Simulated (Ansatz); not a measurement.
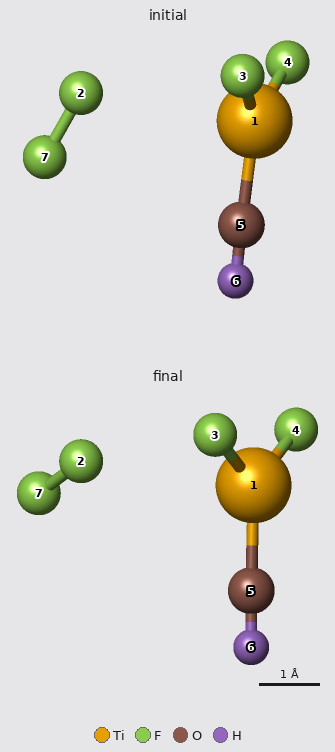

The structure of TiHOF$_{4}$ (multiplicity 2) before (top) and after (bottom) a relaxation, at one scale.

Style: ball-and-stick. Shown at a tilt.

The run prepares an end point of a later path (reaction) calculation, from a guessed geometry.

Method: Ansatz 0.2.0, UKS BHLYP/def2-SVP. Settings: collinear spin; force threshold 0.03 eV/Å; at most 50 steps.

Question: Describe what moved and what it gained.

Answer: The largest moves after the best rigid fit, 0.53 Å, are those of F2 and F3. Largest moves by element: F 0.53 Å, H 0.29 Å, O 0.18 Å, Ti 0.12 Å. Near-neighbour distances that change, for instance: Ti1–F2 3.029 → 2.919 Å, F2–F7 1.285 → 1.364 Å. The energy falls by 16.7 kJ/mol in 16 accepted moves (21 points after the start). Largest force component: 3 eV/Å at the start, 0.018 eV/Å at the end. The line search rejected the trial steps at points 7, 11, 14, 17, 20 of the run. The forces were under the threshold at step 6, but the run went on from there.

Limits of the set-up: the start holds two separate molecules, 3.0 Å apart at their closest, whose relative position is a soft coordinate and is computed without a dispersion correction.
